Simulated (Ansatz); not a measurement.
A series of calculations on SiH$_{4}$O

## 1. Relaxation

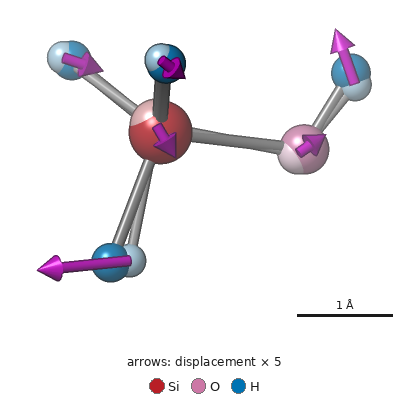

A relaxation of SiH₄O. The starting structure is drawn faded, the final one solid; purple arrows show the displacements, magnified 5 times. The two geometries are superimposed by the best rigid fit.

The picture is a ball-and-stick view, seen at a tilt.

The run prepares an end point of a later path (reaction) calculation, from a guessed geometry.

All numbers below come from RKS B3LYP-D4/def2-SVP (Ansatz). Set-up: no spin polarisation; force threshold 0.03 eV/Å; at most 50 steps.

Q: Which element moves most?

A: Hydrogen: up to 0.22 Å, against 0.08 Å for silicon.

Q: What happened in the run?

A: Over 4 geometry steps the energy falls by 4.00 kcal/mol. The largest force component goes from 1 to 0.012 eV/Å. An H atom moves most after the best rigid fit: 0.22 Å. Largest moves by element: H 0.22 Å, Si 0.08 Å, O 0.07 Å. Some distances before and after: H–Si 1.455 → 1.485 Å. Among the angles between lasting bonds that change: O–Si–H 92.0° → 106.2°, Si–O–H 121.2° → 117.5°, H–Si–H 113.1° → 109.4°. The run took 7.8 s on 1 thread of AMD EPYC 7R43 64-Core Processor (Zen 3), on a shared host, peak memory 0.12 GiB.

## 2. Relaxation

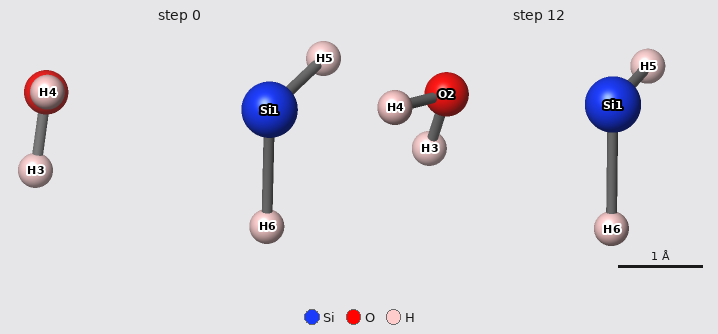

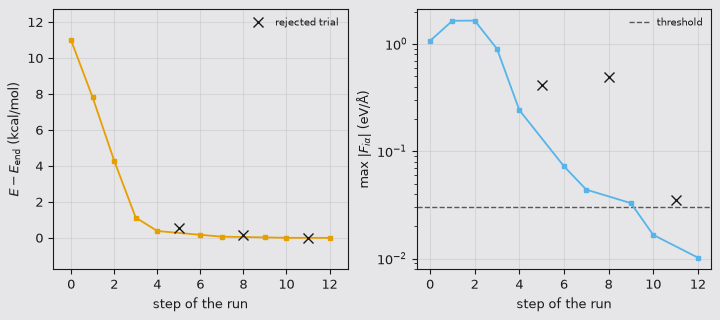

First and last geometry of a relaxation of SiH$_{4}$O, with the history of the run. Style: ball-and-stick. Shown face on.

The run prepares an end point of a later path (reaction) calculation, from a guessed geometry.

Computed with Ansatz 0.2.0, RKS B3LYP-D4/def2-SVP.

Input
```yaml
crystal:
  periodic: [false, false, false]
  atoms:
    - { symbol: Si, position_ang: [-0.120913, 0.079846, -0.916035] }
    - { symbol: O, position_ang: [1.1516, 0.195621, 1.639302] }
    - { symbol: H, position_ang: [0.757209, -0.606476, 2.016593] }
    - { symbol: H, position_ang: [1.768442, -0.150873, 0.953263] }
    - { symbol: H, position_ang: [-1.127312, 1.187866, -0.613828] }
    - { symbol: H, position_ang: [-1.008526, -0.987384, -0.260696] }
basis:
  gaussian: { orbitals: def2-SVP }
hamiltonian:
  xc: b3lyp
  dispersion: d4
relax:
  f_tol: 0.03
  max_steps: 50
```

Command:
```bash
ansatz run input.yaml --threads 1 --pin off --max-ram 2048MiB --backend cpu --events-out ev --progress --plain --runs-dir out
```

Did the run converge, and what did it change?

It converged. After 9 accepted moves (12 points after the start) the energy has fallen by 11.0 kcal/mol. The largest force component goes from 1.1 to 0.01 eV/Å. The line search rejected the trial steps at points 5, 8, 11 of the run. O2 moves most after the best rigid fit: 0.57 Å. By element the largest moves are O 0.57 Å, H 0.53 Å, Si 0.20 Å. Near-neighbour distances that change, for instance: Si1–O2 2.857 → 2.101 Å, O2–H4 0.985 → 0.969 Å, Si1–H6 1.535 → 1.542 Å, Si1–H5 1.527 → 1.531 Å. Among the angles between lasting bonds that change: H3–O2–H4 103.6° → 106.9°.

Limits of the set-up: the start holds two separate molecules, 2.7 Å apart at their closest, whose relative position is a soft coordinate.

## 3. Path

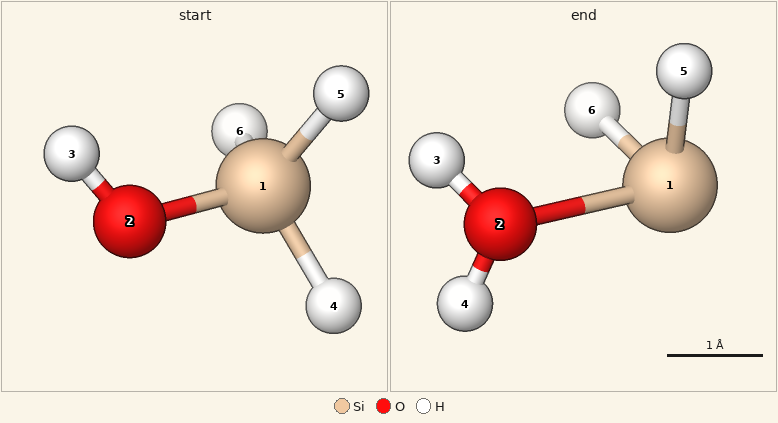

The two relaxed end points of a path for SiH$_{4}$O. Style: ball-and-stick. Shown at a tilt.

These are results of RKS B3LYP-D4/def2-SVP in Ansatz, not measurements.

Set-up: 5 movable images; climbing image; force threshold 0.03 eV/Å; iteration limit 60.

Start:
```xyz
6

Si    0.3009   -0.0207    0.0795
O     0.5940   -0.1143    1.7199
H    -0.1697   -0.1730    2.3053
H     1.6312    0.0551   -0.5754
H    -0.4999    1.1894   -0.2811
H    -0.4361   -1.2179   -0.4296
```

End:
```xyz
6

Si    0.0282    0.1928   -0.7504
O     0.9501    0.1413    1.1370
H     0.4097   -0.3044    1.8075
H     1.7969   -0.3286    1.0992
H    -1.0335    1.1041   -0.1284
H    -0.7308   -1.0867   -0.3463
```

Q: What barrier does the band find between them, and by what path?

A: Forward barrier 316.6 kJ/mol, backward barrier 95.0 kJ/mol, with image 4 at the top; the reaction energy is +221.6 kJ/mol. A hydrogen atom shifts from one atom to another. Breaking: Si1–H4 (1.48 → 1.62 at the top → 2.61 Å). Forming: O2–H4 (2.52 → 1.29 at the top → 0.97 Å). The band converged in 19 iterations. The largest component of the band force went from 5.5 to 0.0084 eV/Å. The climbing image converged on the top of the path. Its vibrational analysis gives one imaginary mode (1470i cm⁻¹), as a transition state must have.

Energies of the converged images:

| image | path (Å) | E (kJ/mol) |
| --- | --- | --- |
| 0 | 0.00 | 0.0 |
| 1 | 0.63 | 2.4 |
| 2 | 1.27 | 1.9 |
| 3 | 1.90 | 118.1 |
| 4 | 2.54 | 316.6 |
| 5 | 3.24 | 229.5 |
| 6 | 3.94 | 221.6 |

The geometry at the top of the path:

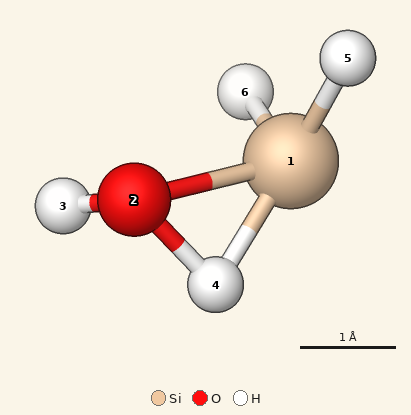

Cost: 2.1 min on 1 thread of AMD EPYC 7R43 64-Core Processor (Zen 3) (shared host), peak memory 0.11 GiB.
